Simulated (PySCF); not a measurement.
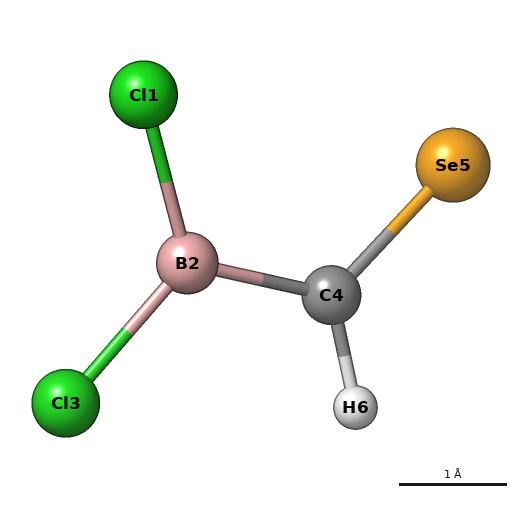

Numbered structure. The geometry was computed by an optimisation with PBE0-D3(BJ)/def2-SVP. No frequency run is at hand to confirm it as a minimum.

Give these bond angles: Cl1–B2–Cl3, Cl1–B2–C4, Cl3–B2–C4, B2–C4–Se5, B2–C4–H6, Se5–C4–H6.

```json
{"angle": "Cl1–B2–Cl3", "degrees": "119.3"}
{"angle": "Cl1–B2–C4", "degrees": "122.7"}
{"angle": "Cl3–B2–C4", "degrees": "118.0"}
{"angle": "B2–C4–Se5", "degrees": "124.9"}
{"angle": "B2–C4–H6", "degrees": "116.9"}
{"angle": "Se5–C4–H6", "degrees": "118.2"}
```
